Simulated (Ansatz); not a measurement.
## Run report: GaGeH3O2, geometry relaxation

The run: geometry relaxation of GaGeH3O2. Method and program: RKS PBE/def2-SVP (Ansatz 0.2.0).

It belongs to a series of runs on one base structure; here: end point B relaxed. Figures and captions count atoms from 1; the log counts them from 0 in places.

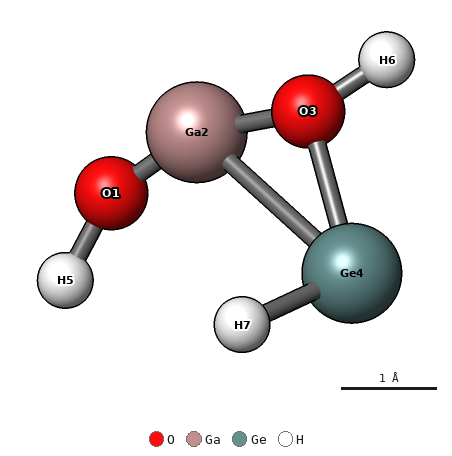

The starting structure (ball-and-stick view, seen at a tilt; atoms are numbered from 1 in the order of the input). Sticks mark near contacts. Bond lengths as drawn: Ga–Ge 2.53 Å, Ga–O 1.18 to 1.37 Å, Ge–H 1.53 Å, Ge–O 1.86 Å and H–O 0.99 to 1.04 Å.

Input:
```yaml
crystal:
  periodic: [false, false, false]
  atoms:
    - { symbol: O, position_ang: [-1.4139, -0.3486, -0.6845] }
    - { symbol: Ga, position_ang: [-0.8039, -0.9721, 0.1044] }
    - { symbol: O, position_ang: [0.2551, -1.249, 0.9219] }
    - { symbol: Ge, position_ang: [1.3594, 0.2206, 0.6635] }
    - { symbol: H, position_ang: [-1.4964, 0.4818, -1.3064] }
    - { symbol: H, position_ang: [0.51296, -1.66263, 1.7836] }
    - { symbol: H, position_ang: [1.6789, 0.3165, -0.8314] }
basis:
  gaussian: { orbitals: def2-SVP }
hamiltonian:
  xc: pbe
relax:
  f_tol: 0.02
  max_steps: 50
output:
  orbitals: {}
```

Command:
```bash
ansatz run input.yaml --threads 2 --pin off --max-ram 3072MiB --backend cpu --events-out ev --progress --plain --runs-dir out
```

The program's output:
```
The last accepted step is kept in [file] (removed where the run ends without a failure and the disk answers)
Engine: ansatz 0.2.0, x86_64-unknown-linux-gnu
Functional definition: PBE
  parameter kappa = 0.804
  parameter beta = 0.06672455060314922
  exchange = pbe_x(kappa = kappa, mu = beta*pi^2/3)
  correlation = pbe_c(beta = beta)
1166 factors; their error is unknown
mean field evaluation 1: about -112960.6059 eV, gradient 9.9e1 eV
mean field evaluation 2: about -112915.3934 eV, gradient 1.8e2 eV
mean field evaluation 4: about -112976.3039 eV, gradient 2.4e1 eV
mean field evaluation 8: about -112973.8073 eV, gradient 2.1e1 eV
mean field evaluation 16: about -112977.4042 eV, gradient 1.3e-4 eV
mean field -112977.40417030 eV, -4151.8430244236 hartree, gradient 7.5e-6 eV, S^2 0.000000; 1 other end points of the search recorded, 0 dependent functions left out
the calculation of the forces begins
reference -112977.40420553 eV, -4151.8430257184 hartree; 41, 41 occupied and 66, 66 virtual orbitals, 1166 factors
relax step   1: F+E_penalty+E_count = -112977.40417030 eV  Δ(F+E_penalty+E_count) = +0.000e0 eV  max|allowed force component| = 6.040e1 eV/Å  Δτ_max = 0.0000 Å  (90 SCF iters, accepted)
these checks for a lower state are left out or cut short: starts, cluster_reference, orbital_swaps, neighbouring_geometries, increment
1166 factors; their error is unknown
mean field evaluation 32: about -112992.4075 eV, gradient 8.7e-5 eV
mean field -112992.40747688 eV, -4152.3943857707 hartree, gradient 2.0e-5 eV, S^2 0.000000; 1 other end points of the search recorded, 0 dependent functions left out
[... from here on the field's lines of each further geometry are left out, up to the last ...]
relax step   2: F+E_penalty+E_count = -112992.40747688 eV  Δ(F+E_penalty+E_count) = -1.500e1 eV  max|allowed force component| = 1.459e1 eV/Å  Δτ_max = 0.1948 Å  (78 SCF iters, accepted)
relax step   3: F+E_penalty+E_count = -112997.20958363 eV  Δ(F+E_penalty+E_count) = -4.802e0 eV  max|allowed force component| = 7.207e0 eV/Å  Δτ_max = 0.1963 Å  (79 SCF iters, accepted)
relax step   4: F+E_penalty+E_count = -112998.93859983 eV  Δ(F+E_penalty+E_count) = -1.729e0 eV  max|allowed force component| = 4.489e0 eV/Å  Δτ_max = 0.0986 Å  (81 SCF iters, accepted)
relax step   5: F+E_penalty+E_count = -113000.14219614 eV  Δ(F+E_penalty+E_count) = -1.204e0 eV  max|allowed force component| = 2.933e0 eV/Å  Δτ_max = 0.1462 Å  (92 SCF iters, accepted)
relax step   6: F+E_penalty+E_count = -113000.58615018 eV  Δ(F+E_penalty+E_count) = -4.440e-1 eV  max|allowed force component| = 2.589e0 eV/Å  Δτ_max = 0.0730 Å  (74 SCF iters, accepted)
relax step   7: F+E_penalty+E_count = -113001.21305906 eV  Δ(F+E_penalty+E_count) = -6.269e-1 eV  max|allowed force component| = 1.738e0 eV/Å  Δτ_max = 0.1096 Å  (41 SCF iters, accepted)
relax step   8: F+E_penalty+E_count = -113001.65740812 eV  Δ(F+E_penalty+E_count) = -4.443e-1 eV  max|allowed force component| = 1.013e0 eV/Å  Δτ_max = 0.1644 Å  (38 SCF iters, accepted)
relax step   9: F+E_penalty+E_count = -113001.87313155 eV  Δ(F+E_penalty+E_count) = -2.157e-1 eV  max|allowed force component| = 8.298e-1 eV/Å  Δτ_max = 0.1949 Å  (32 SCF iters, accepted)
relax step  10: F+E_penalty+E_count = -113001.95859784 eV  Δ(F+E_penalty+E_count) = -8.547e-2 eV  max|allowed force component| = 1.004e0 eV/Å  Δτ_max = 0.1936 Å  (33 SCF iters, accepted)
relax step  11: F+E_penalty+E_count = -113001.99306617 eV  Δ(F+E_penalty+E_count) = -3.447e-2 eV  max|allowed force component| = 9.680e-1 eV/Å  Δτ_max = 0.1906 Å  (29 SCF iters, accepted)
relax step  12: F+E_penalty+E_count = -113002.01948666 eV  Δ(F+E_penalty+E_count) = -2.642e-2 eV  max|allowed force component| = 1.125e0 eV/Å  Δτ_max = 0.1679 Å  (31 SCF iters, accepted)
relax step  13: F+E_penalty+E_count = -113002.05358177 eV  Δ(F+E_penalty+E_count) = -3.410e-2 eV  max|allowed force component| = 9.163e-1 eV/Å  Δτ_max = 0.1080 Å  (30 SCF iters, accepted)
relax step  14: F+E_penalty+E_count = -113002.10171897 eV  Δ(F+E_penalty+E_count) = -4.814e-2 eV  max|allowed force component| = 1.172e0 eV/Å  Δτ_max = 0.1536 Å  (32 SCF iters, accepted)
relax step  15: F+E_penalty+E_count = -113002.18712407 eV  Δ(F+E_penalty+E_count) = -8.541e-2 eV  max|allowed force component| = 1.472e0 eV/Å  Δτ_max = 0.1927 Å  (32 SCF iters, accepted)
relax step  16: F+E_penalty+E_count = -113002.44072288 eV  Δ(F+E_penalty+E_count) = -2.536e-1 eV  max|allowed force component| = 1.438e0 eV/Å  Δτ_max = 0.1917 Å  (32 SCF iters, accepted)
relax step  17: F+E_penalty+E_count = -113002.73527442 eV  Δ(F+E_penalty+E_count) = -2.946e-1 eV  max|allowed force component| = 1.316e0 eV/Å  Δτ_max = 0.1951 Å  (33 SCF iters, accepted)
relax step  18: F+E_penalty+E_count = -113002.92244682 eV  Δ(F+E_penalty+E_count) = -1.872e-1 eV  max|allowed force component| = 2.058e0 eV/Å  Δτ_max = 0.1950 Å  (30 SCF iters, accepted)
relax step  19: F+E_penalty+E_count = -113003.10949674 eV  Δ(F+E_penalty+E_count) = -1.870e-1 eV  max|allowed force component| = 4.751e-1 eV/Å  Δτ_max = 0.1926 Å  (32 SCF iters, accepted)
relax step  20: F+E_penalty+E_count = -113003.17234536 eV  Δ(F+E_penalty+E_count) = -6.285e-2 eV  max|allowed force component| = 3.180e-1 eV/Å  Δτ_max = 0.2000 Å  (31 SCF iters, accepted)
relax step  21: F+E_penalty+E_count = -113003.18457600 eV  Δ(F+E_penalty+E_count) = -1.223e-2 eV  max|allowed force component| = 2.169e-1 eV/Å  Δτ_max = 0.0718 Å  (28 SCF iters, accepted)
relax step  22: F+E_penalty+E_count = -113003.19185458 eV  Δ(F+E_penalty+E_count) = -7.279e-3 eV  max|allowed force component| = 3.347e-1 eV/Å  Δτ_max = 0.0897 Å  (29 SCF iters, accepted)
relax step  23: F+E_penalty+E_count = -113003.19466793 eV  Δ(F+E_penalty+E_count) = -2.813e-3 eV  max|allowed force component| = 3.726e-2 eV/Å  Δτ_max = 0.0501 Å  (26 SCF iters, accepted)
relax step  24: F+E_penalty+E_count = -113003.19507845 eV  Δ(F+E_penalty+E_count) = -4.105e-4 eV  max|allowed force component| = 2.181e-2 eV/Å  Δτ_max = 0.0171 Å  (27 SCF iters, accepted)
relax step  25: F+E_penalty+E_count = -113003.19522240 eV  Δ(F+E_penalty+E_count) = -1.440e-4 eV  max|allowed force component| = 4.037e-2 eV/Å  Δτ_max = 0.0236 Å  (27 SCF iters, accepted)
the calculation of the forces begins
reference -113003.19530082 eV, -4152.7908309884 hartree; 41, 41 occupied and 66, 66 virtual orbitals, 1166 factors
relax step  26: F+E_penalty+E_count = -113003.19526436 eV  Δ(F+E_penalty+E_count) = -4.196e-5 eV  max|allowed force component| = 6.877e-3 eV/Å  Δτ_max = 0.0054 Å  (24 SCF iters, accepted)
```

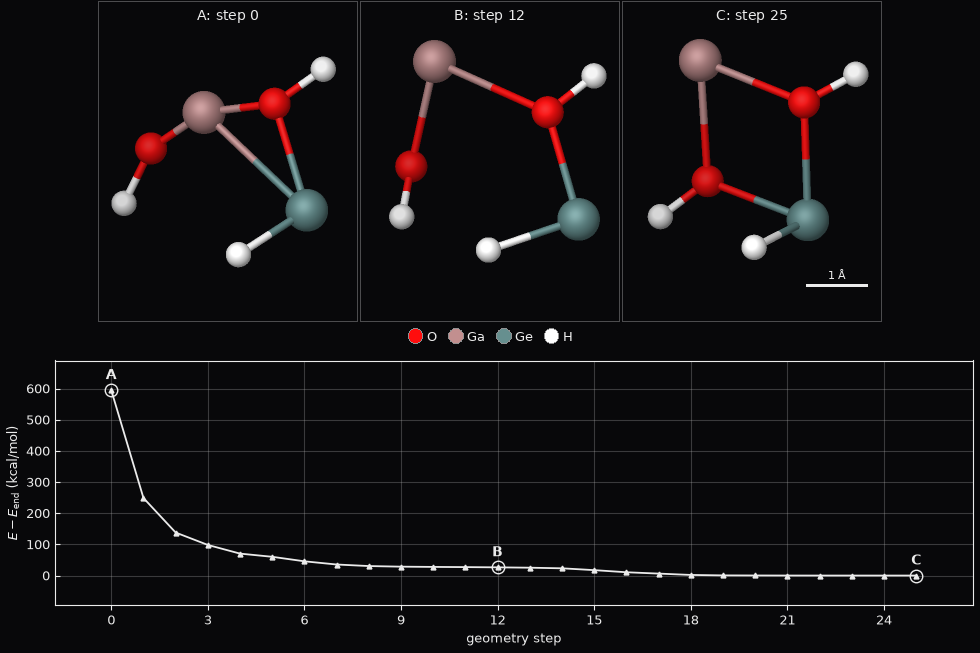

Frames of the relaxation (ball-and-stick view, seen at a tilt) above the curves, on which the letters mark them (the first geometry is step 0 here and step 1 in the log).

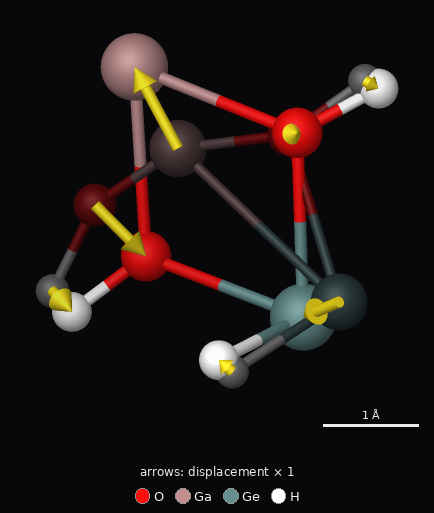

Start (faint) and end (solid) with the displacements as yellow arrows, at true length (ball-and-stick view, seen at a tilt). The two geometries are laid on each other by the best rigid fit. After 25 geometry steps the energy has fallen by 594.8 kcal/mol. Largest force component: 60 eV/Å at the start, 0.0069 eV/Å at the end. The largest move after the best rigid fit is that of Ga2, 0.97 Å. By element the largest moves are Ga 0.97 Å, O 0.76 Å, Ge 0.66 Å, H 0.39 Å. Among the contacts that change: O1–Ge4 3.136 → 2.016 Å, O1–Ga2 1.176 → 2.058 Å, Ga2–O3 1.366 → 2.077 Å, Ga2–Ge4 2.533 → 3.210 Å. New bonds form: O1–Ge4 (3.14 → 2.02 Å). Among the angles that change: O1–Ga2–O3 155.6° → 74.8°, Ga2–O1–H5 149.9° → 122.2°, Ga2–O3–H6 143.8° → 121.7°. (Atoms are counted from 1 in the order of the input.)

```
1166 factors; their error is unknown
mean field -113003.19526436 eV, -4152.7908296486 hartree, gradient 1.0e-5 eV, S^2 0.000000; 1 other end points of the search recorded, 0 dependent functions left out
the calculation of the forces begins
reference -113003.19530082 eV, -4152.7908309884 hartree; 41, 41 occupied and 66, 66 virtual orbitals, 1166 factors
Total energy: -113003.19530082 eV, -4152.7908309884 hartree
Atom 0 at    -0.983158     0.160592    -0.425578 Å, force    -0.004824     0.003385    -0.002041 eV/Å
Atom 1 at    -1.302161    -1.822081     0.023066 Å, force    -0.000158    -0.001352     0.000289 eV/Å
Atom 2 at     0.495644    -1.336737     0.943287 Å, force     0.003596     0.002308     0.006877 eV/Å
Atom 3 at     0.779334     0.582876     0.457613 Å, force    -0.001610    -0.004919    -0.004847 eV/Å
Atom 4 at    -1.144148     0.524122    -1.316949 Å, force     0.002483    -0.001359     0.004842 eV/Å
Atom 5 at     0.663792    -1.545586     1.881617 Å, force    -0.003130    -0.000391    -0.005012 eV/Å
Atom 6 at     1.582857     0.223383    -0.911955 Å, force     0.003643     0.002327    -0.000109 eV/Å
Dipole moment:    -0.119617    -0.057166     0.019941 e Å
```

Trajectory as extended XYZ (Å, eV, eV/Å), 14 of the 26 frames kept, from step=1 to step=26:
```
7
Properties=species:S:1:pos:R:3:forces:R:3 step=1 energy=-112977.40417
O    -1.4139   -0.3486   -0.6845  -45.5299  48.2388 -60.3998
Ga   -0.8039   -0.9721    0.1044   17.9983 -39.0779  38.1186
O     0.2551   -1.2490    0.9219   24.3802 -11.1528  21.4035
Ge    1.3594    0.2206    0.6635    3.6250   4.9656   2.1964
H    -1.4964    0.4818   -1.3064   -0.2881  -2.1297   1.2895
H     0.5130   -1.6626    1.7836   -0.1279   0.0901  -1.0538
H     1.6789    0.3165   -0.8314   -0.0576  -0.9341  -1.5544
7
Properties=species:S:1:pos:R:3:forces:R:3 step=3 energy=-112997.20958
O    -1.6290   -0.2103   -0.9118   -5.2466   4.7387  -6.2182
Ga   -0.8561   -1.0813    0.1073   -3.1742  -5.2234   1.6561
O     0.4362   -1.3477    1.0264    7.2065  -1.8005   4.3057
Ge    1.4233    0.4238    0.7874    1.2958   1.5852  -0.3052
H    -1.5624    0.5976   -1.3992    0.0503   1.5527  -1.0324
H     0.6379   -1.7458    1.8726    0.0968  -0.7990   1.2196
H     1.6422    0.1503   -0.8317   -0.2286  -0.0538   0.3744
7
Properties=species:S:1:pos:R:3:forces:R:3 step=5 energy=-113000.14220
O    -1.7565   -0.1384   -1.0476   -0.3709   1.8677  -1.2868
Ga   -0.9917   -1.2415    0.0911   -2.3602  -2.7553   0.1526
O     0.5564   -1.3957    1.1236    2.9334   1.8357   0.0913
Ge    1.5335    0.4983    0.7806    0.2063  -0.7777   0.6460
H    -1.5743    0.7186   -1.4934    0.1306  -0.2441   0.2127
H     0.7309   -1.8081    1.9975   -0.3336   0.1470   0.2037
H     1.5938    0.1533   -0.8007   -0.2057  -0.0732  -0.0194
7
Properties=species:S:1:pos:R:3:forces:R:3 step=7 energy=-113001.21306
O    -1.7629   -0.1039   -1.0618    0.0741   0.1281   0.0868
Ga   -1.1113   -1.3792    0.0871   -1.7384  -1.2942  -0.3238
O     0.6615   -1.2901    1.1054    1.6888   0.7496   0.4023
Ge    1.5471    0.4376    0.8175    0.0915  -0.5613   0.2645
H    -1.5426    0.7353   -1.4889    0.2879   0.3042  -0.0821
H     0.7224   -1.7651    1.9818   -0.2464   0.6541  -0.5361
H     1.5780    0.1521   -0.7900   -0.1575   0.0195   0.1885
7
Properties=species:S:1:pos:R:3:forces:R:3 step=9 energy=-113001.87313
O    -1.7449   -0.0881   -0.9967    0.1479  -0.2809   0.3458
Ga   -1.3843   -1.6055    0.0324   -0.3690   0.2963  -0.4297
O     0.7918   -1.2422    1.0310    0.0084  -0.2335   0.7121
Ge    1.6148    0.4197    0.8367   -0.1117  -0.3426  -0.0360
H    -1.3989    0.7139   -1.4296    0.1227  -0.2211   0.1227
H     0.6597   -1.6187    1.9504    0.1954   0.6390  -0.8298
H     1.5540    0.2073   -0.7730    0.0064   0.1428   0.1149
7
Properties=species:S:1:pos:R:3:forces:R:3 step=11 energy=-113001.99307
O    -1.6517   -0.1003   -0.8588    0.5094   0.6707  -0.2751
Ga   -1.5045   -1.7283    0.0025   -0.0557   0.1667  -0.1687
O     0.7203   -1.2499    0.9387   -0.0765   0.0267   0.9680
Ge    1.5845    0.3897    0.7714   -0.1689  -0.1712  -0.0716
H    -1.0806    0.6072   -1.2618   -0.4733  -0.8692   0.4148
H     0.5737   -1.4747    1.9045    0.2503   0.1833  -0.9535
H     1.4504    0.3429   -0.8454    0.0146  -0.0069   0.0861
7
Properties=species:S:1:pos:R:3:forces:R:3 step=13 energy=-113002.05358
O    -1.5496   -0.0142   -0.7414    0.8377   0.9163  -0.8307
Ga   -1.5656   -1.6823    0.0311   -0.0382  -0.1524   0.0059
O     0.6863   -1.2474    0.9172   -0.0110  -0.4000   0.8577
Ge    1.4708    0.4122    0.7694   -0.0978   0.1537  -0.1246
H    -0.8930    0.4409   -1.3505   -0.8075  -0.7343   0.8303
H     0.6389   -1.5375    1.8706    0.0838   0.2317  -0.8016
H     1.3043    0.4150   -0.8453    0.0330  -0.0149   0.0629
7
Properties=species:S:1:pos:R:3:forces:R:3 step=14 energy=-113002.10172
O    -1.4589    0.0565   -0.7071    1.1723   0.9767  -1.0382
Ga   -1.5726   -1.6229    0.0434   -0.1004  -0.4082   0.1312
O     0.6924   -1.2992    0.9345    0.1051  -0.0991   0.3072
Ge    1.3287    0.4359    0.7411   -0.2891   0.0369  -0.0279
H    -0.7597    0.3674   -1.3711   -1.0430  -0.5592   1.0461
H     0.7006   -1.5835    1.8805    0.0192   0.1557  -0.4241
H     1.1616    0.4325   -0.8702    0.1359  -0.1029   0.0057
7
Properties=species:S:1:pos:R:3:forces:R:3 step=16 energy=-113002.44072
O    -1.2587    0.1884   -0.5704    1.4382   0.6965  -0.8683
Ga   -1.5330   -1.5610    0.0965   -0.1459  -0.6468   0.2287
O     0.7309   -1.3796    0.9006   -0.1092  -0.0431  -0.1554
Ge    0.9526    0.4885    0.6849   -0.6973   0.1180  -0.5645
H    -0.6313    0.2669   -1.3683   -1.0027  -0.0872   1.1823
H     0.7205   -1.6162    1.8488    0.0237   0.0247  -0.0006
H     1.1111    0.3996   -0.9409    0.4931  -0.0620   0.1778
7
Properties=species:S:1:pos:R:3:forces:R:3 step=18 energy=-113002.92245
O    -1.0083    0.2316   -0.3827   -0.5819   0.1857  -2.0585
Ga   -1.4967   -1.6434    0.1751    0.1630  -0.5731   0.2598
O     0.5921   -1.4029    0.8283   -0.5212  -0.1293   0.4049
Ge    0.6339    0.5669    0.5442    1.5262   0.3168   0.1467
H    -0.6792    0.2407   -1.3363   -0.6931   0.0655   1.1219
H     0.7069   -1.5997    1.7858    0.0601  -0.0293  -0.3339
H     1.3434    0.3934   -0.9633    0.0470   0.1637   0.4592
7
Properties=species:S:1:pos:R:3:forces:R:3 step=20 energy=-113003.17234
O    -1.0090    0.1949   -0.4527    0.1964   0.0843  -0.1244
Ga   -1.4268   -1.7238    0.1943   -0.0161  -0.0425  -0.0539
O     0.4992   -1.3788    0.8835    0.0205   0.1698   0.1158
Ge    0.7438    0.5966    0.5087   -0.3180  -0.1411   0.0178
H    -0.9953    0.3655   -1.4202   -0.0018  -0.0220   0.3000
H     0.7296   -1.6296    1.8009   -0.0076  -0.0041  -0.0787
H     1.5506    0.3618   -0.8633    0.1266  -0.0443  -0.1765
7
Properties=species:S:1:pos:R:3:forces:R:3 step=22 energy=-113003.19185
O    -0.9868    0.1724   -0.4311   -0.0855   0.0722  -0.3347
Ga   -1.3480   -1.7976    0.0844    0.0135   0.0055  -0.0114
O     0.4822   -1.3369    0.9386   -0.0389  -0.0385  -0.0303
Ge    0.7538    0.5932    0.4669    0.0771   0.0402   0.0707
H    -1.0864    0.4782   -1.3599    0.0240  -0.1031   0.3106
H     0.7003   -1.5949    1.8542    0.0159   0.0449  -0.0012
H     1.5770    0.2722   -0.9020   -0.0062  -0.0213  -0.0038
7
Properties=species:S:1:pos:R:3:forces:R:3 step=24 energy=-113003.19508
O    -0.9837    0.1647   -0.4266   -0.0218  -0.0078  -0.0125
Ga   -1.3138   -1.8170    0.0395   -0.0041   0.0082  -0.0079
O     0.4888   -1.3365    0.9425    0.0083   0.0038  -0.0036
Ge    0.7726    0.5866    0.4600    0.0133  -0.0042   0.0114
H    -1.1263    0.5115   -1.3278   -0.0011  -0.0026   0.0075
H     0.6748   -1.5592    1.8740    0.0022   0.0057   0.0037
H     1.5798    0.2366   -0.9105    0.0032  -0.0032   0.0014
7
Properties=species:S:1:pos:R:3:forces:R:3 step=26 energy=-113003.19526
O    -0.9832    0.1606   -0.4256   -0.0048   0.0034  -0.0020
Ga   -1.3022   -1.8221    0.0231   -0.0002  -0.0014   0.0003
O     0.4956   -1.3367    0.9433    0.0036   0.0023   0.0069
Ge    0.7793    0.5829    0.4576   -0.0016  -0.0049  -0.0048
H    -1.1441    0.5241   -1.3169    0.0025  -0.0014   0.0048
H     0.6638   -1.5456    1.8816   -0.0031  -0.0004  -0.0050
H     1.5829    0.2234   -0.9120    0.0036   0.0023  -0.0001
```

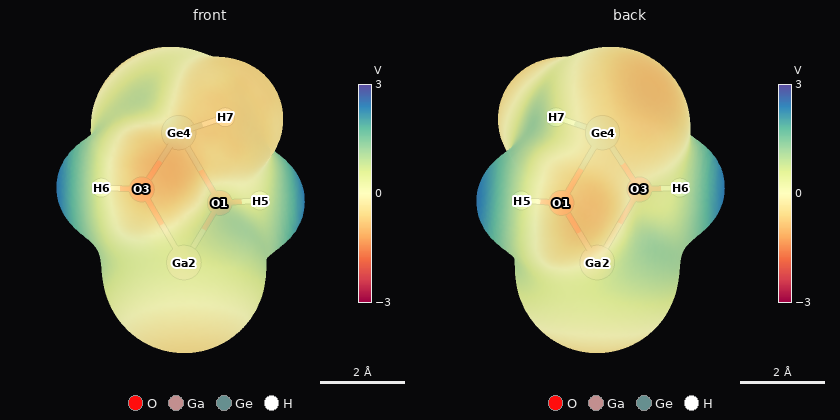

The molecular electrostatic potential painted on the density surface at 0.002 e/bohr³, seen at a tilt and from behind; red is negative and blue positive. A positive charge is drawn to the negative regions and a negative charge to the positive ones.

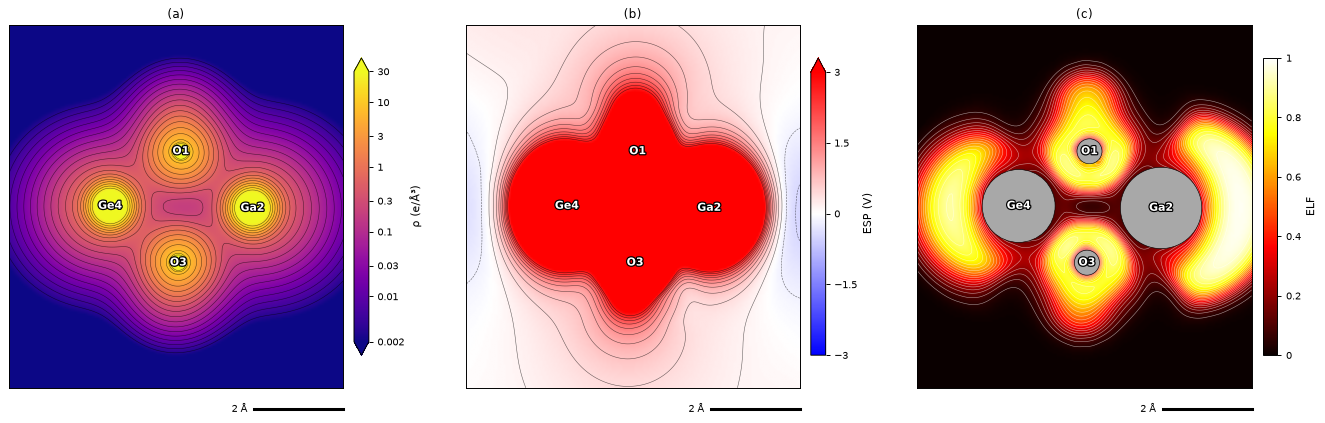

(a) total electron density; (b) molecular electrostatic potential; (c) ELF on the plane of atoms O1, Ga2 and O3. Grey discs, where drawn, cover atomic cores.

Key numbers:

```csv
quantity,value
outcome,converged
total energy,−113003.1953 eV
mean-field energy,−113003.1953 eV
largest force (length of the vector) at the end,0.008 eV/Å
hardware,"2 threads of Intel Xeon (Granite Rapids), 16 GiB of memory available, shared host"
wall time,31 s (CPU time 59 s)
peak memory,0.24 GiB
```
